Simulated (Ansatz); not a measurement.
```yaml
atoms:
  - { symbol: B, position_ang: [-1.1599, 0.1226, -0.8732] }
  - { symbol: N, position_ang: [0.1300, 0.5079, -0.1197] }
  - { symbol: C, position_ang: [0.7664, -0.5224, 0.7614] }
  - { symbol: H, position_ang: [-1.5737, -0.9756, -0.7159] }
  - { symbol: H, position_ang: [-1.6241, 0.9768, -1.5513] }
  - { symbol: H, position_ang: [-0.0732, 1.3500, 0.4149] }
  - { symbol: H, position_ang: [0.7977, 0.8360, -0.8146] }
  - { symbol: H, position_ang: [1.6562, -0.0997, 1.2179] }
  - { symbol: H, position_ang: [0.0527, -0.8122, 1.5263] }
  - { symbol: H, position_ang: [1.0279, -1.3832, 0.1540] }
```

The calculation used RHF/def2-SVP (Ansatz 0.2.0).

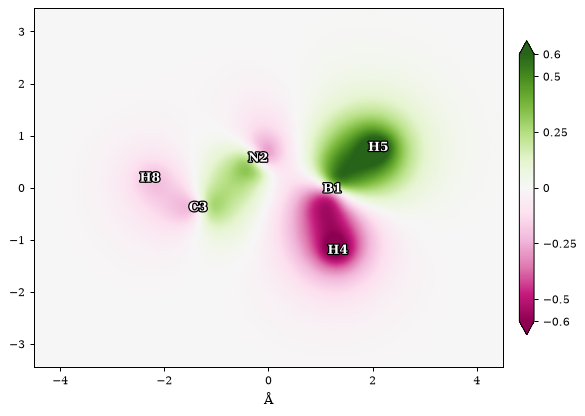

CH$_{7}$BN (SMILES B[NH2+]C) (charge +1). The HOMO on the plane of atoms N2, B1 and H4 (values in Å⁻³ᐟ²; the overall sign is arbitrary).

Where does this orbital lie, and at what energy?

It lies mainly on B1 (about 40 %), H5 (about 25 %) and H4 (about 20 %). Its energy is −19.51 eV.
